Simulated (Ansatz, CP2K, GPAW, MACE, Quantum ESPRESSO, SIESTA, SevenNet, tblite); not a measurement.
# SIESTA runs on H-capped AlP nanocrystal (rod) (34 atoms), part 3 of 3

Aim: run H-capped AlP nanocrystal (rod) (34 atoms) in SIESTA and see how near its forces come to a plane-wave reference, and at what cost.

Program: SIESTA 5.4.2; the method stands at each step. Banners, paths, timers and routine set-up lines are dropped from the logs unmarked, and long logs keep their key lines alone; longer cuts are marked. The potentials were converted by us to PSML.

So far. Step 6 (PBE, DZP, shift 0.01 Ry, mesh 150 Ry): Against the first run (20 %), the force difference from the reference is 20 %, at 0.32 times the CPU time: the change moves forces by 3.3 meV/Å r.m.s., so most of the difference comes from elsewhere.

**8. Local order at the end (PBE, SZP, shift 0.02 Ry, mesh 250 Ry)**

Normalised to the volume that the atoms fill. Pair distribution functions g(r), in bins of 0.2 Å:

| r (Å) | total | H-H | H-Al | H-P | Al-Al | Al-P | P-P |
| --- | --- | --- | --- | --- | --- | --- | --- |
| 1.40 | 0.85 | 0.00 | 0.00 | 3.73 | 0.00 | 0.00 | 0.00 |
| 1.60 | 4.70 | 0.00 | 11.25 | 9.30 | 0.00 | 0.00 | 0.00 |
| 1.80 | 0.00 | 0.00 | 0.00 | 0.00 | 0.00 | 0.00 | 0.00 |
| 2.00 | 0.00 | 0.00 | 0.00 | 0.00 | 0.00 | 0.00 | 0.00 |
| 2.20 | 0.62 | 1.49 | 0.00 | 0.00 | 0.00 | 0.00 | 0.00 |
| 2.40 | 1.32 | 0.00 | 0.00 | 0.00 | 0.00 | 21.21 | 0.00 |
| 2.60 | 0.00 | 0.00 | 0.00 | 0.00 | 0.00 | 0.00 | 0.00 |
| 2.80 | 0.23 | 0.55 | 0.00 | 0.00 | 0.00 | 0.00 | 0.00 |
| 3.00 | 0.64 | 1.36 | 0.31 | 0.00 | 0.00 | 0.00 | 0.00 |
| 3.20 | 1.29 | 0.00 | 3.63 | 2.02 | 0.00 | 0.00 | 0.00 |
| 3.40 | 1.19 | 0.00 | 1.96 | 3.23 | 0.00 | 0.00 | 0.00 |
| 3.60 | 0.56 | 0.33 | 0.00 | 0.82 | 0.00 | 0.00 | 7.55 |
| 3.80 | 1.51 | 2.78 | 0.76 | 0.20 | 0.00 | 0.00 | 4.14 |
| 4.00 | 0.97 | 1.10 | 0.34 | 1.51 | 2.51 | 0.00 | 0.00 |
| 4.20 | 0.46 | 0.17 | 0.32 | 1.10 | 0.00 | 1.08 | 0.00 |
| 4.40 | 0.48 | 0.23 | 0.41 | 0.14 | 6.25 | 0.99 | 0.00 |
| 4.60 | 0.74 | 0.57 | 1.69 | 0.00 | 0.00 | 1.81 | 0.00 |
| 4.80 | 0.27 | 0.13 | 0.00 | 0.48 | 0.00 | 1.75 | 0.00 |
| 5.00 | 0.50 | 0.24 | 0.11 | 1.63 | 0.00 | 0.00 | 0.00 |
| 5.20 | 0.27 | 0.27 | 0.29 | 0.41 | 0.00 | 0.00 | 0.00 |
| 5.40 | 0.61 | 0.95 | 0.37 | 0.00 | 2.01 | 0.00 | 2.02 |
| 5.60 | 0.22 | 0.14 | 0.68 | 0.00 | 0.00 | 0.00 | 0.00 |
| 5.80 | 0.15 | 0.00 | 0.65 | 0.00 | 0.00 | 0.00 | 0.00 |
| 6.00 | 0.39 | 0.49 | 0.07 | 0.60 | 0.00 | 0.55 | 0.00 |
| 6.20 | 0.42 | 0.54 | 0.51 | 0.35 | 0.00 | 0.00 | 0.00 |
| 6.40 | 0.30 | 0.39 | 0.13 | 0.47 | 0.00 | 0.00 | 0.00 |
| 6.60 | 0.20 | 0.07 | 0.38 | 0.25 | 0.00 | 0.00 | 0.93 |
| 6.80 | 0.16 | 0.26 | 0.12 | 0.12 | 0.00 | 0.00 | 0.00 |

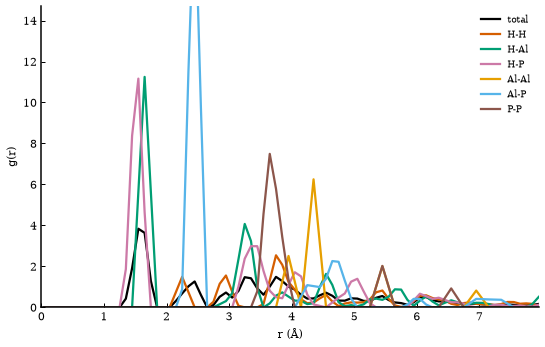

Pair distribution functions, lightly smoothed, with peaks cut at 14.

Bonds by pair of elements; cutoffs follow the first minimum of g(r), held within bounds set by covalent radii, and pairs that aren't listed don't count as bonded:

| pair A-B | cutoff (Å) | bonds | mean length (Å) | spread (Å) | shortest (Å) | B about A | A about B |
| --- | --- | --- | --- | --- | --- | --- | --- |
| H-Al | 2.02 | 11 | 1.64 | 0.004 | 1.63 | 0.5 | 1.83 |
| H-P | 1.73 | 11 | 1.50 | 0.004 | 1.49 | 0.5 | 1.83 |
| Al-P | 2.88 | 13 | 2.46 | 0.021 | 2.40 | 2.17 | 2.17 |

How many atoms have how many bonded neighbours:

| element | mean | 1 | 4 |
| --- | --- | --- | --- |
| Al | 4 | 0 | 6 |
| H | 1 | 22 | 0 |
| P | 4 | 0 | 6 |

**9. Side by side**

Differences are against the plane-wave reference, forces as r.m.s. over components; share is that over the reference's r.m.s. force, slope the least-squares factor from reference forces to these. Total energies of different programs have different zeros and aren't compared.

| run | Δ force, r.m.s. (meV/Å) | share (%) | slope | Δ gap (eV) | cores | CPU time | memory (GiB) |
| --- | --- | --- | --- | --- | --- | --- | --- |
| reference | - | - | - | - | 4 | 20 min | 7.7 |
| SIESTA PBE, DZP, shift 0.01 Ry, mesh 300 Ry | 167 | 19.6 | 1.089 | 0.106 | 1 | 70 s | 1.2 |
| SIESTA PBE, SZ, shift 0.01 Ry, mesh 300 Ry (coarse) | 1329 | 156 | 1.541 | 1.37 | 1 | 43 s | 1.0 |
| SIESTA PBE, TZP, shift 0.01 Ry, mesh 300 Ry | 152 | 17.8 | 1.080 | 0.0978 | 1 | 81 s | 1.3 |
| SIESTA PBE, DZP, shift 0.005 Ry, mesh 300 Ry | 193 | 22.6 | 1.097 | 0.0787 | 1 | 86 s | 1.3 |
| SIESTA PBE, DZP, shift 0.01 Ry, mesh 150 Ry (coarse) | 167 | 19.6 | 1.088 | 0.106 | 1 | 22 s | 0.48 |

Rows marked coarse were listed beforehand as settings not expected to be converged; some can still land near the reference.

CPU time is summed over cores on a shared host, where runs went side by side, so it is rough. Symmetry, cutoffs, thresholds, outputs and thread counts weren't matched or tuned between programs; memory under MPI is the largest rank's times the ranks.

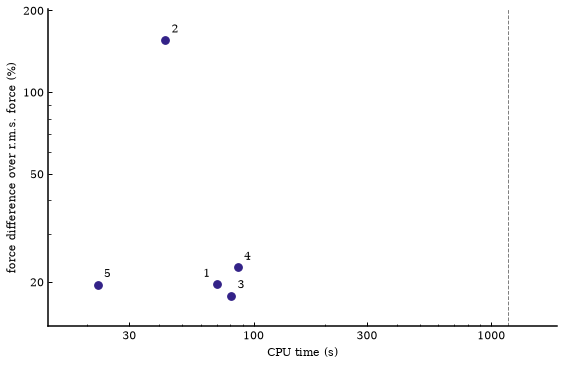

Force difference against CPU time; the dashed line marks the reference's time. Points: 1 SIESTA PBE, DZP, shift 0.01 Ry, mesh 300 Ry; 2 SIESTA PBE, SZ, shift 0.01 Ry, mesh 300 Ry; 3 SIESTA PBE, TZP, shift 0.01 Ry, mesh 300 Ry; 4 SIESTA PBE, DZP, shift 0.005 Ry, mesh 300 Ry; 5 SIESTA PBE, DZP, shift 0.01 Ry, mesh 150 Ry.

Mean charges by element (e), by run and scheme:

| run | scheme | P | Al | H |
| --- | --- | --- | --- | --- |
| SIESTA PBE, DZP, shift 0.01 Ry, mesh 300 Ry | Hirshfeld | +0.10 | +0.17 | -0.07 |
| SIESTA PBE, TZP, shift 0.01 Ry, mesh 300 Ry | Hirshfeld | +0.09 | +0.17 | -0.07 |
| SIESTA PBE, DZP, shift 0.005 Ry, mesh 300 Ry | Hirshfeld | +0.08 | +0.19 | -0.07 |

Within one program, basis, potentials and functional, energies share a zero. Each run against its twin at the usual cutoff or grid and solver:

| run | twin | Δ energy (meV/atom) | Δ force, r.m.s. (meV/Å) | CPU time over the twin's |
| --- | --- | --- | --- | --- |
| SIESTA PBE, DZP, shift 0.01 Ry, mesh 150 Ry | DZP, shift 0.01 Ry, mesh 300 Ry | 0.0449 | 3.31 | 0.32 |

**10. Summary of results**

```yaml
nearest_in_forces: SIESTA PBE, TZP, shift 0.01 Ry, mesh 300 Ry, 18 %
its_cpu_time: 81 s
energy_change_in_the_relaxation_pbe_szp_shift_0p02_ry_mesh_250_ry: -113.3 meV/atom
r_m_s_displacement_pbe_szp_shift_0p02_ry_mesh_250_ry: 0.2303 Å
```

In words: The PBE runs in local orbitals, coarse settings apart, differ by 18 % (SIESTA PBE, TZP, shift 0.01 Ry, mesh 300 Ry) to 23 % (SIESTA PBE, DZP, shift 0.005 Ry, mesh 300 Ry); basis, grid and potentials can all enter. Runs with settings chosen to be coarse differ by 20 % (SIESTA PBE, DZP, shift 0.01 Ry, mesh 150 Ry) to 156 % (SIESTA PBE, SZ, shift 0.01 Ry, mesh 300 Ry), their programs' other errors included. Of the electronic-structure runs that take under half the reference's CPU time, SIESTA PBE, TZP, shift 0.01 Ry, mesh 300 Ry comes nearest, at 18 % in 81 s against 20 min. At the same functional, gaps differ from the reference's 3.08 eV by between +0.08 and +1.37 eV. A likely cause of the wide gaps: compact atomic orbitals describe empty levels worse than filled ones. The mean charges agree among these rows within 0.03 e. The relaxation (PBE, SZP, shift 0.02 Ry, mesh 250 Ry): from the first step to the last the energy fell by 3.854 eV, and the largest move was 0.36 Å (H28). It was not finished. Caps of real hydrogen don't mimic the fractional bonds of a polar compound, so surface states and strained caps may belong to the model.

[Also dropped from logs without a mark: logging warnings of Python, and SIESTA's first energy breakdown and zero terms.]

[Logs are printed without paths, hosts, clocks, repeated set-up lines and the standing remarks that a program may print on its own settings, such as how far it seeks lower states.]

[Hosts, paths, dates, database ids (printed as entryN), source tags and the programs' standing remarks are cut or masked in the printed files.]
